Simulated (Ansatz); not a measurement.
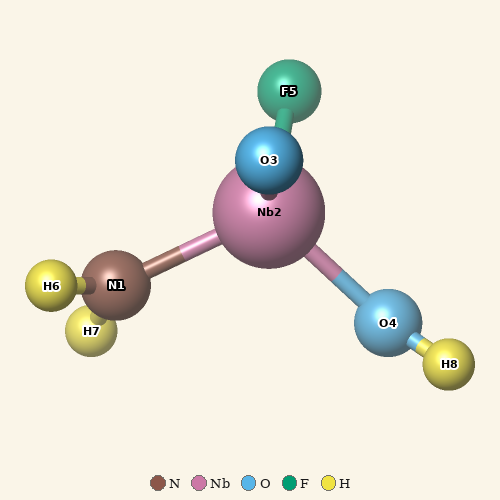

The system is FH₃NNbO₂, SMILES [NH2][Nb](=[O])([OH])[F]; the picture shows the reference structure. First axis: dihedral N1–Nb2–O4–H8. Second axis: dihedral H6–N1–Nb2–O4. Nothing is relaxed (all other coordinates rigid). The grid has 18 × 18 points. All energies are given in kJ/mol relative to the relaxed molecule at the same level. The calculation used RHF/def2-SVP in Ansatz.

Its coordinates:

```yaml
atoms:
  - { symbol: N, position_ang: [-0.4827, 1.3580, 0.2643] }
  - { symbol: Nb, position_ang: [0.5288, -0.3159, 0.0914] }
  - { symbol: O, position_ang: [0.7409, -0.8786, 1.6429] }
  - { symbol: O, position_ang: [-0.4214, -1.5441, -0.9768] }
  - { symbol: F, position_ang: [2.1901, 0.0151, -0.7315] }
  - { symbol: H, position_ang: [-0.7543, 1.7819, 1.1337] }
  - { symbol: H, position_ang: [-0.8359, 1.8988, -0.5067] }
  - { symbol: H, position_ang: [-0.8734, -2.3722, -0.9731] }
```

Range: dihedral N1–Nb2–O4–H8 from −180 to 160°; dihedral H6–N1–Nb2–O4 from −180 to 160°.

> What landscape does the calculation give?

The lowest grid point is at dihedral N1–Nb2–O4–H8 = −120°, dihedral H6–N1–Nb2–O4 = 120°, 0.28 kJ/mol from the relaxed molecule at the same level; the map holds 2 wells of about this depth. The highest grid point, dihedral N1–Nb2–O4–H8 = 0°, dihedral H6–N1–Nb2–O4 = 20°, lies 53.0 kJ/mol above the lowest. On the interpolated surface the easiest way out of the lowest well to its copy in the next cell or period passes a barrier of about 14 kJ/mol. Round the minimum the two coordinates are nearly uncoupled.

| dihedral H6–N1–Nb2–O4 ↓, dihedral N1–Nb2–O4–H8 → | −160 | −120 | −80 | −40 | 0 | 40 | 80 | 120 | 160 |
| --- | --- | --- | --- | --- | --- | --- | --- | --- | --- |
| 160 | 16.0 | 12.0 | 15.9 | 24.5 | 29.4 | 28.2 | 26.1 | 25.5 | 22.6 |
| 120 | 4.5 | 0.3 | 2.3 | 7.7 | 11.1 | 11.8 | 12.9 | 13.9 | 11.0 |
| 80 | 21.4 | 17.3 | 19.5 | 24.3 | 26.7 | 27.4 | 29.6 | 31.6 | 28.4 |
| 40 | 40.1 | 36.2 | 40.6 | 48.6 | 52.2 | 50.9 | 50.2 | 50.7 | 47.4 |
| 0 | 28.7 | 24.7 | 29.5 | 39.1 | 44.1 | 42.2 | 39.4 | 38.6 | 35.5 |
| −40 | 7.0 | 2.9 | 5.7 | 12.5 | 16.8 | 16.7 | 16.2 | 16.4 | 13.5 |
| −80 | 10.1 | 5.9 | 7.6 | 12.0 | 14.6 | 15.7 | 18.1 | 19.9 | 16.9 |
| −120 | 32.9 | 29.0 | 32.2 | 38.2 | 40.8 | 40.7 | 42.0 | 43.5 | 40.2 |
| −160 | 37.7 | 33.8 | 38.8 | 48.2 | 52.6 | 50.6 | 48.3 | 47.9 | 44.7 |

The table holds every second grid line.

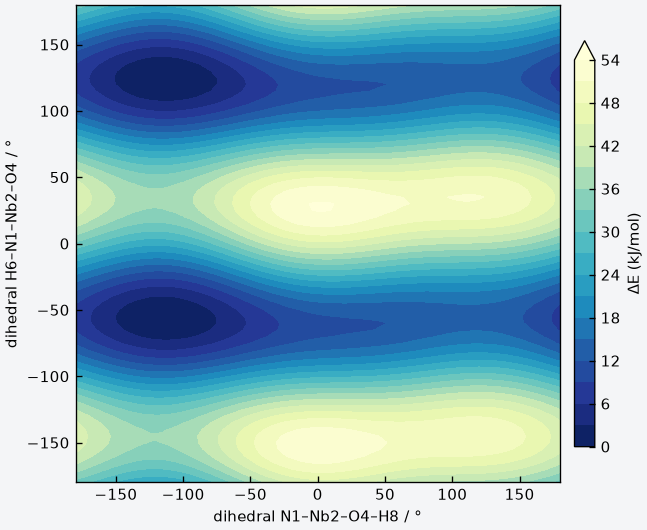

Drawn: filled contours, one colour for all values above the top of the scale. Between grid points the surface is interpolated.

The whole map (324 points run) took 13 min on 1 thread of Arm Neoverse V2 (shared host).
